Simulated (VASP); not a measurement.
# Mg(0001) over its thickness, part 3 of 7

How many layers does a slab of Mg(0001) need before surface energy, work function and relaxation settle?

VASP 6.6.1; PBE; plane waves and PAW (Mg).

So far. Step 4 (Relaxing the slab, layers 4): The run ended after 9 ionic steps, 0.007 eV below its first step, once the forces on the free atoms met EDIFFG = -0.01. Step 5 (The vacuum level, layers 4): The vacuum level lies 3.81 eV above the Fermi level at the upper face; both faces agree, as the slab has next to no dipole.

## 6. Relaxing the slab, layers 5

System of this step: Mg(0001). The cell holds 5 atoms: 5 Mg. Its edges and angles: a = 3.186 Å, b = 3.186 Å, c = 25.402 Å, α = 90.0°, β = 90.0°, γ = 60.0°. It derives from Mg. 5 layers of hcp Mg, cut at this functional's lattice. Vacuum lies along c.

File INCAR:

```
SYSTEM = Mg
PREC = Normal
ENCUT = 320
EDIFF = 1E-06
NELM = 120
ISMEAR = 1
SIGMA = 0.15
LREAL = .FALSE.
ALGO = Fast
GGA = PE
NBANDS = 11
LORBIT = 11
LWAVE = .FALSE.
LCHARG = .FALSE.
KPAR = 4
IBRION = 2
NSW = 50
ISIF = 2
EDIFFG = -0.01
POTIM = 0.4
MAXMIX = 40
```

File POSCAR:

```
Mg
1.0
    3.1860766385      0.0000000000      0.0000000000
    1.5930383192      2.7592233073      0.0000000000
    0.0000000000      0.0000000000     25.4015210500
Mg
5
Direct
    0.0000000000      0.0000000000      0.2952579100
    0.6666666700      0.6666666700      0.3976289500
    0.0000000000      0.0000000000      0.5000000000
    0.6666666700      0.6666666700      0.6023710500
    0.0000000000      0.0000000000      0.7047420900
```

File KPOINTS:

```
Automatic mesh
0
Gamma
12 12 1
0 0 0
```

Potentials, in the order of the species: Mg (PBE family, release 64).

The run is started by

```sh
$ mpirun -np 4 vasp_std
```

The log of the run:

```text
[banner, memory and clock lines left out]
running    4 mpi-ranks, on    1 nodes
[...]
LDA part: xc-table for (Slater+PW92), standard interpolation
 POSCAR, INCAR and KPOINTS ok, starting setup
[...]
entering main loop
       N       E                     dE             d eps       ncg     rms          rms(c)
DAV:   1     0.870141397316E+01    0.87014E+01   -0.22639E+03   418   0.410E+02
DAV:   2    -0.648774622759E+01   -0.15189E+02   -0.14616E+02   563   0.597E+01
DAV:   3    -0.708574942409E+01   -0.59800E+00   -0.57907E+00   528   0.112E+01
DAV:   4    -0.709740374425E+01   -0.11654E-01   -0.11649E-01   545   0.199E+00
[...]
RMM:  15    -0.691238221885E+01   -0.29801E-05   -0.18031E-06   340   0.755E-03    0.102E-03
RMM:  16    -0.691241032092E+01   -0.28102E-04   -0.30097E-06   347   0.642E-03    0.115E-03
RMM:  17    -0.691241089108E+01   -0.57016E-06   -0.27717E-07   294   0.323E-03
   1 F= -.69124109E+01 E0= -.69114322E+01  d E =-.691241E+01
[... from here on, the cycles between the ionic steps are left out ...]
   2 F= -.69132370E+01 E0= -.69123021E+01  d E =-.826082E-03
   3 F= -.69150845E+01 E0= -.69142824E+01  d E =-.267360E-02
   4 F= -.69160694E+01 E0= -.69155069E+01  d E =-.365854E-02
   5 F= -.69161585E+01 E0= -.69155470E+01  d E =-.374757E-02
   6 F= -.69163945E+01 E0= -.69158333E+01  d E =-.236066E-03
   7 F= -.69170237E+01 E0= -.69166191E+01  d E =-.865272E-03
   8 F= -.69179142E+01 E0= -.69178896E+01  d E =-.175578E-02
   9 F= -.69182099E+01 E0= -.69189574E+01  d E =-.205146E-02
[...]
reached required accuracy - stopping structural energy minimisation
```

Wall time 29 s (4 MPI ranks of AMD EPYC 7571, shared host); peak memory 0.61 GiB.

OUTCAR, selected parts (step 6):

```text
  Total       -1.2223310     -1.2223310     -0.0996333      0.0000000     -0.0000000     -0.0000000
  in kB       -8.7699399     -8.7699399     -0.7148458      0.0000000     -0.0000000     -0.0000000
  external PRESSURE =      -6.0849085 kB  Pullay stress =       0.0000000 kB

 POSITION                                       TOTAL-FORCE (eV/Angst)
 -----------------------------------------------------------------------------------
      0.00000      0.00000      7.40524         0.000000     -0.000000      0.005919
      3.18608      1.83948     10.07811         0.000000      0.000000      0.005513
      0.00000      0.00000     12.70076        -0.000000     -0.000000     -0.000000
      3.18608      1.83948     15.32342        -0.000000      0.000000     -0.005513
      0.00000      0.00000     17.99628         0.000000     -0.000000     -0.005919
 -----------------------------------------------------------------------------------
    total drift:                                0.000035      0.000020      0.000000

  FREE ENERGIE OF THE ION-ELECTRON SYSTEM (eV)
  ---------------------------------------------------
  free  energy   TOTEN  =        -6.9182099235 eV

  energy  without entropy=       -6.9204522999  energy(sigma->0) =       -6.91895738

[... 1 part as in an earlier step ...]

[... 3 further parts left out ...]
[key lines of the parts left out:]
E-fermi :  -0.4186
```

Step by step:

| step | energy less that of the first step (eV) | largest force (eV/Å) |
| --- | --- | --- |
| 1 | 0.0000 | 0.0836 |
| 2 | -0.0008 | 0.0762 |
| 3 | -0.0027 | 0.0545 |
| 4 | -0.0037 | 0.0423 |
| 5 | -0.0037 | 0.0277 |
| 6 | -0.0040 | 0.0264 |
| 7 | -0.0046 | 0.0227 |
| 8 | -0.0055 | 0.0123 |
| 9 | -0.0058 | 0.0059 |

The atoms that moved most (Å):

| atom | dx | dy | dz | length |
| --- | --- | --- | --- | --- |
| Mg1 | 0.000 | 0.000 | -0.095 | 0.095 |
| Mg5 | 0.000 | 0.000 | 0.095 | 0.095 |
| Mg4 | 0.000 | 0.000 | 0.022 | 0.022 |
| Mg2 | 0.000 | 0.000 | -0.022 | 0.022 |

The relaxed structure:

```cif
data_structure
_symmetry_space_group_name_H-M 'P 1'
_symmetry_Int_Tables_number 1
_cell_length_a 3.1861
_cell_length_b 3.1861
_cell_length_c 25.4015
_cell_angle_alpha 90.000
_cell_angle_beta 90.000
_cell_angle_gamma 60.000
_cell_volume 223.31
loop_
_atom_site_label
_atom_site_type_symbol
_atom_site_fract_x
_atom_site_fract_y
_atom_site_fract_z
_atom_site_occupancy
Mg1 Mg 0.00000 0.00000 0.29153 1
Mg2 Mg 0.66667 0.66667 0.39675 1
Mg3 Mg 0.00000 0.00000 0.50000 1
Mg4 Mg 0.66667 0.66667 0.60325 1
Mg5 Mg 0.00000 0.00000 0.70847 1
```

The run ended after 9 ionic steps, 0.006 eV below its first step, once the forces on the free atoms met EDIFFG = -0.01.

## 7. The vacuum level, layers 5

Changes to INCAR since step 6:

```diff
@@ -15,7 +15,6 @@
 KPAR = 4
-IBRION = 2
-NSW = 50
-ISIF = 2
-EDIFFG = -0.01
-POTIM = 0.4
-MAXMIX = 40
+IDIPOL = 3
+LDIPOL = .TRUE.
+DIPOL = 0.5 0.5 0.5
+LVHAR = .TRUE.
+LVACPOTAV = .TRUE.
```

File POSCAR:

```
Mg
1.0
    3.1860766385      0.0000000000      0.0000000000
    1.5930383192      2.7592233073      0.0000000000
    0.0000000000      0.0000000000     25.4015210500
Mg
5
Direct
    0.0000000000      0.0000000000      0.2915274499
    0.6666666700      0.6666666700      0.3967520636
    0.0000000000      0.0000000000      0.5000000000
    0.6666666700      0.6666666700      0.6032479364
    0.0000000000      0.0000000000      0.7084725501
```

KPOINTS is that of step 6.

The run is started by

```sh
$ mpirun -np 4 vasp_std
```

The log of the run:

```text
[... set-up lines as in an earlier step ...]
 entering main loop
       N       E                     dE             d eps       ncg     rms          rms(c)
DAV:   1     0.847470311721E+01    0.84747E+01   -0.22578E+03   418   0.410E+02
DAV:   2    -0.646921226394E+01   -0.14944E+02   -0.14346E+02   555   0.592E+01
DAV:   3    -0.707556578676E+01   -0.60635E+00   -0.58985E+00   544   0.112E+01
DAV:   4    -0.708575169332E+01   -0.10186E-01   -0.10182E-01   529   0.186E+00
[...]
RMM:  17    -0.691820536961E+01   -0.23695E-05   -0.31998E-07   335   0.342E-03    0.321E-04
RMM:  18    -0.691820965902E+01   -0.42894E-05   -0.13499E-07   296   0.215E-03    0.127E-04
RMM:  19    -0.691820996849E+01   -0.30947E-06   -0.32936E-08   223   0.153E-03
 [... a notice as in an earlier step ...]

   1 F= -.69182100E+01 E0= -.69189567E+01  d E =0.224008E-02
```

The job ended after 9.8 s (4 MPI ranks; peak memory 0.52 GiB).

OUTCAR, selected parts (step 7):

```text
  Total       -1.2223446     -1.2223446     -0.0991379      0.0000000      0.0000000      0.0000000
  in kB       -8.7700375     -8.7700375     -0.7112911      0.0000000      0.0000000      0.0000000
  external PRESSURE =      -6.0837887 kB  Pullay stress =       0.0000000 kB

 POSITION                                       TOTAL-FORCE (eV/Angst)
 -----------------------------------------------------------------------------------
      0.00000      0.00000      7.40524        -0.000000     -0.000000      0.005656
      3.18608      1.83948     10.07811        -0.000000      0.000000      0.005717
      0.00000      0.00000     12.70076         0.000000      0.000000      0.000000
      3.18608      1.83948     15.32342        -0.000000     -0.000000     -0.005717
      0.00000      0.00000     17.99628        -0.000000     -0.000000     -0.005656
 -----------------------------------------------------------------------------------
    total drift:                                0.000035      0.000020      0.000000

  FREE ENERGIE OF THE ION-ELECTRON SYSTEM (eV)
  ---------------------------------------------------
  free  energy   TOTEN  =        -6.9182099685 eV

  energy  without entropy=       -6.9204500529  energy(sigma->0) =       -6.91895666

[... 2 parts as in an earlier step ...]

[... 1 further part left out ...]
[key lines of the parts left out:]
E-fermi :  -0.4186
```

The vacuum level lies 3.77 eV above the Fermi level at the upper face; both faces agree, as the slab has next to no dipole.

The program found no field-free point at its default tolerance, but its printed level agrees with the flat part of the planar average.

## 8. Surface relaxation, layers 6

System of this step: Mg(0001). The cell holds 6 atoms: 6 Mg. Cell: a = 3.186 Å, b = 3.186 Å, c = 28.002 Å, α = 90.0°, β = 90.0°, γ = 60.0°. It derives from Mg. 6 layers of hcp Mg, cut at this functional's lattice. Vacuum lies along c.

File INCAR:

```
SYSTEM = Mg
PREC = Normal
ENCUT = 320
EDIFF = 1E-06
NELM = 120
ISMEAR = 1
SIGMA = 0.15
LREAL = .FALSE.
ALGO = Fast
GGA = PE
NBANDS = 12
LORBIT = 11
LWAVE = .FALSE.
LCHARG = .FALSE.
KPAR = 4
IBRION = 2
NSW = 50
ISIF = 2
EDIFFG = -0.01
POTIM = 0.4
MAXMIX = 40
```

File POSCAR:

```
Mg
1.0
    3.1860766385      0.0000000000      0.0000000000
    1.5930383192      2.7592233073      0.0000000000
    0.0000000000      0.0000000000     28.0019013125
Mg
6
Direct
    0.6666666700      0.6666666700      0.2678389600
    0.0000000000      0.0000000000      0.3607033700
    0.6666666700      0.6666666700      0.4535677900
    0.0000000000      0.0000000000      0.5464322100
    0.6666666700      0.6666666700      0.6392966300
    0.0000000000      0.0000000000      0.7321610400
```

KPOINTS is that of step 7.

The run is started by

```sh
$ mpirun -np 4 vasp_std
```

The log of the run:

```text
[banner, memory and clock lines left out]
running    4 mpi-ranks, on    1 nodes
[...]
LDA part: xc-table for (Slater+PW92), standard interpolation
 POSCAR, INCAR and KPOINTS ok, starting setup
[...]
entering main loop
       N       E                     dE             d eps       ncg     rms          rms(c)
DAV:   1     0.148137384408E+02    0.14814E+02   -0.26401E+03   456   0.452E+02
DAV:   2    -0.763339605817E+01   -0.22447E+02   -0.21116E+02   608   0.690E+01
DAV:   3    -0.859727860385E+01   -0.96388E+00   -0.93152E+00   628   0.139E+01
DAV:   4    -0.861356886316E+01   -0.16290E-01   -0.16280E-01   628   0.230E+00
[...]
RMM:  16    -0.840345650549E+01   -0.89724E-05   -0.17484E-06   359   0.749E-03    0.988E-04
RMM:  17    -0.840347646845E+01   -0.19963E-04   -0.13618E-06   340   0.496E-03    0.542E-04
RMM:  18    -0.840347745209E+01   -0.98364E-06   -0.16631E-07   309   0.268E-03
   1 F= -.84034775E+01 E0= -.84003445E+01  d E =-.840348E+01
[... from here on, the cycles between the ionic steps are left out ...]
   2 F= -.84040441E+01 E0= -.84009292E+01  d E =-.566635E-03
   3 F= -.84052648E+01 E0= -.84022090E+01  d E =-.178732E-02
   4 F= -.84055912E+01 E0= -.84026766E+01  d E =-.211370E-02
   5 F= -.84057977E+01 E0= -.84028265E+01  d E =-.232023E-02
   6 F= -.84059676E+01 E0= -.84029377E+01  d E =-.169866E-03
   7 F= -.84061252E+01 E0= -.84029674E+01  d E =-.327525E-03
[...]
reached required accuracy - stopping structural energy minimisation
```

Wall time 28 s (4 MPI ranks); peak memory 0.65 GiB.

Parts of OUTCAR (step 8):

```text
  Total       -0.8253975     -0.8253975     -0.0821515      0.0000000      0.0000000      0.0000000
  in kB       -5.3720883     -5.3720883     -0.5346821      0.0000000      0.0000000      0.0000000
  external PRESSURE =      -3.7596196 kB  Pullay stress =       0.0000000 kB

 POSITION                                       TOTAL-FORCE (eV/Angst)
 -----------------------------------------------------------------------------------
      3.18608      1.83948      7.48475         0.000000     -0.000000      0.003280
      0.00000      0.00000     10.12659        -0.000000     -0.000000      0.003195
      3.18608      1.83948     12.70928         0.000000      0.000000     -0.000516
      0.00000      0.00000     15.29262        -0.000000     -0.000000      0.000516
      3.18608      1.83948     17.87532         0.000000      0.000000     -0.003195
      0.00000      0.00000     20.51715         0.000000     -0.000000     -0.003280
 -----------------------------------------------------------------------------------
    total drift:                                0.000050      0.000029     -0.000001

  FREE ENERGIE OF THE ION-ELECTRON SYSTEM (eV)
  ---------------------------------------------------
  free  energy   TOTEN  =        -8.4061252099 eV

  energy  without entropy=       -8.3966518848  energy(sigma->0) =       -8.40296743

[... 1 part as in an earlier step ...]

[... 3 further parts left out ...]
[key lines of the parts left out:]
E-fermi :  -0.1205
```

Relaxation path:

| step | energy less that of the first step (eV) | largest force (eV/Å) |
| --- | --- | --- |
| 1 | 0.0000 | 0.0769 |
| 2 | -0.0006 | 0.0669 |
| 3 | -0.0018 | 0.0370 |
| 4 | -0.0021 | 0.0453 |
| 5 | -0.0023 | 0.0333 |
| 6 | -0.0025 | 0.0231 |
| 7 | -0.0026 | 0.0033 |

The atoms that moved most (Å):

| atom | dx | dy | dz | length |
| --- | --- | --- | --- | --- |
| Mg5 | 0.000 | 0.000 | -0.026 | 0.026 |
| Mg2 | 0.000 | 0.000 | 0.026 | 0.026 |
| Mg6 | 0.000 | 0.000 | 0.015 | 0.015 |
| Mg1 | 0.000 | 0.000 | -0.015 | 0.015 |
| Mg3 | 0.000 | 0.000 | 0.009 | 0.009 |
| Mg4 | 0.000 | 0.000 | -0.009 | 0.009 |

Final coordinates:

```xyz
6
Lattice="3.1861 0.0000 0.0000 1.5930 2.7592 0.0000 0.0000 0.0000 28.0019" Properties=species:S:1:pos:R:3
Mg    3.1861    1.8395    7.4848
Mg    0.0000    0.0000   10.1266
Mg    3.1861    1.8395   12.7093
Mg    0.0000    0.0000   15.2926
Mg    3.1861    1.8395   17.8753
Mg    0.0000    0.0000   20.5171
```

The run ended after 7 ionic steps, 0.003 eV below its first step, once the forces on the free atoms met EDIFFG = -0.01.

## 9. The vacuum level, layers 6

Changes to INCAR since step 8:

```diff
@@ -15,7 +15,6 @@
 KPAR = 4
-IBRION = 2
-NSW = 50
-ISIF = 2
-EDIFFG = -0.01
-POTIM = 0.4
-MAXMIX = 40
+IDIPOL = 3
+LDIPOL = .TRUE.
+DIPOL = 0.5 0.5 0.5
+LVHAR = .TRUE.
+LVACPOTAV = .TRUE.
```

File POSCAR:

```
Mg
1.0
    3.1860766385      0.0000000000      0.0000000000
    1.5930383192      2.7592233073      0.0000000000
    0.0000000000      0.0000000000     28.0019013125
Mg
6
Direct
    0.6666666700      0.6666666700      0.2672944414
    0.0000000000      0.0000000000      0.3616392176
    0.6666666700      0.6666666700      0.4538719122
    0.0000000000      0.0000000000      0.5461280878
    0.6666666700      0.6666666700      0.6383607824
    0.0000000000      0.0000000000      0.7327055586
```

KPOINTS is that of step 8.

The run is started by

```sh
$ mpirun -np 4 vasp_std
```

The log of the run:

```text
[... set-up lines as in an earlier step ...]
 entering main loop
       N       E                     dE             d eps       ncg     rms          rms(c)
DAV:   1     0.147921510825E+02    0.14792E+02   -0.26392E+03   456   0.452E+02
DAV:   2    -0.763283247375E+01   -0.22425E+02   -0.21088E+02   608   0.689E+01
DAV:   3    -0.859879589605E+01   -0.96596E+00   -0.93479E+00   628   0.139E+01
DAV:   4    -0.861512554883E+01   -0.16330E-01   -0.16320E-01   624   0.230E+00
[...]
RMM:  16    -0.840610210749E+01   -0.99764E-05   -0.18509E-06   455   0.741E-03    0.102E-03
RMM:  17    -0.840612186431E+01   -0.19757E-04   -0.11055E-06   408   0.461E-03    0.454E-04
RMM:  18    -0.840612284709E+01   -0.98278E-06   -0.17002E-07   320   0.261E-03
 [... a notice as in an earlier step ...]

   1 F= -.84061228E+01 E0= -.84029644E+01  d E =-.947530E-02
```

Run time: 12 s. Hardware: 4 MPI ranks; peak memory 0.55 GiB.

OUTCAR, selected parts (step 9):

```text
  Total       -0.8252338     -0.8252338     -0.0813541      0.0000000      0.0000000      0.0000000
  in kB       -5.3710232     -5.3710232     -0.5294918      0.0000000      0.0000000      0.0000000
  external PRESSURE =      -3.7571794 kB  Pullay stress =       0.0000000 kB

 POSITION                                       TOTAL-FORCE (eV/Angst)
 -----------------------------------------------------------------------------------
      3.18608      1.83948      7.48475        -0.000000     -0.000000      0.003449
      0.00000      0.00000     10.12659         0.000000      0.000000      0.002917
      3.18608      1.83948     12.70928         0.000000     -0.000000     -0.000335
      0.00000      0.00000     15.29262         0.000000      0.000000      0.000335
      3.18608      1.83948     17.87532        -0.000000      0.000000     -0.002917
      0.00000      0.00000     20.51715        -0.000000     -0.000000     -0.003449
 -----------------------------------------------------------------------------------
    total drift:                                0.000050      0.000029     -0.000000

  FREE ENERGIE OF THE ION-ELECTRON SYSTEM (eV)
  ---------------------------------------------------
  free  energy   TOTEN  =        -8.4061228471 eV

  energy  without entropy=       -8.3966475499  energy(sigma->0) =       -8.40296441

[... 2 parts as in an earlier step ...]

[... 1 further part left out ...]
[key lines of the parts left out:]
E-fermi :  -0.1209
```

The planar average of the electrostatic potential oscillates, so the rows of the table below give means over windows of 2.61 Å about each position, cut where the curve ends. Its maxima inside the range that stand out by 2 % of the span (Å: eV): 8.8: 1.05, 11.4: 0.927, 14.0: 0.924, 16.6: 0.927, 19.2: 1.05. Its minima: 7.4: -6.43, 10.1: -6.43, 12.7: -6.44, 15.3: -6.44, 17.9: -6.43, 20.6: -6.43.

Zero at the Fermi level. The planar average of the electrostatic potential by height; means over each step:

| height (Å) | planar average of the electrostatic potential (eV) |
| --- | --- |
| 1.30 | 3.71 |
| 3.92 | 3.67 |
| 6.53 | -1.01 |
| 9.14 | -2.52 |
| 11.75 | -2.68 |
| 14.36 | -2.69 |
| 16.97 | -2.67 |
| 19.58 | -2.53 |
| 22.19 | 1.59 |
| 24.80 | 3.71 |
| 27.41 | 3.71 |

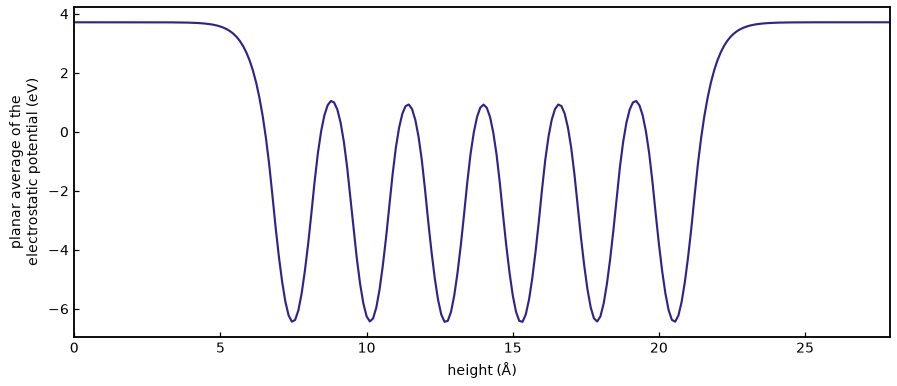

Planar average of the electrostatic potential against height.

The vacuum level lies 3.71 eV above the Fermi level at the upper face; both faces agree, as the slab has next to no dipole.

The program found no field-free point at its default tolerance, but its printed level agrees with the flat part of the planar average.

(Continued in part 4 of 7.)

[Lines on the potential files, build, host, timing and source positions are cut from VASP's logs without a mark.]

[Logs are printed without paths, hosts, clocks, repeated set-up lines and the standing remarks that a program may print on its own settings, such as how far it seeks lower states.]

[Hosts, paths, dates, database ids (printed as entryN), source tags and the programs' standing remarks are cut or masked in the printed files.]

[Runs that stopped without an error message from VASP are left out.]
